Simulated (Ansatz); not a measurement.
# Gate voltage at the highest density: MoSi2N4 monolayer

A layer charged from two gates alike needs a voltage that grows with the carrier density; the slope is e over the total capacitance.

How it was computed: Ansatz 0.2.0, plane waves with PAW datasets (its set soft_2), PBE-D3(BJ); isolated slab, charged sheets 5 Å from the outer atoms behind model barriers, atoms held, Fermi-Dirac smearing of 0.05 eV. The voltage is that of the gates (their mean) against the layer's Fermi level, from the uncharged case, which has a gap of 2.04 eV.

| run | added electrons (10¹³ per cm²) | gate voltage (V) |
| --- | --- | --- |
| run 1 | 0.50 | 1.14 |
| run 2 | 2.00 | 1.86 |
| run 3 | 6.00 | ? |

**Question.** What value belongs in the row marked “?”, and how far can the other rows tell?

Two rows fix a line: slope = (1.86 − 1.14) / (2.00 − 0.50) = 0.4800, intercept 0.9000. The capacitance is 1.602/0.4800 = 3.34 µF/cm², against 3.54 µF/cm² for plates 5 Å apart in vacuum on both sides. The intercept is mostly the shift of the Fermi level from inside the gap to the band edge. At 6.00 it gives 0.4800 × 6.00 + 0.9000 = 3.78 V, beyond the rows fitted. Rounding of the rows alone allows about ±0.032 V there; two rows can't show whether the line holds.

The run itself gives 3.62 V: a miss of −0.16 V, or 4.4 % of the value. The capacitance rises towards the highest density.

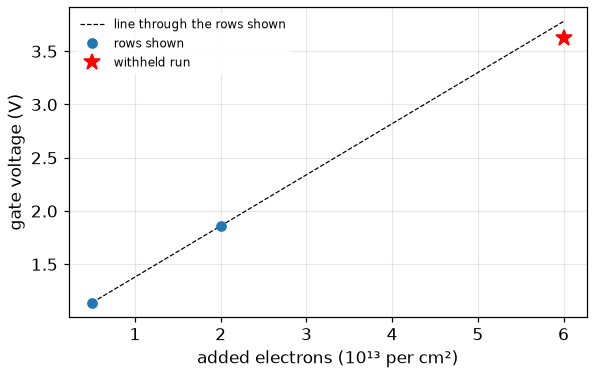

The fit and the withheld run.

Caveats: The gates are model sheets, not atoms, and low densities sample few k-points.
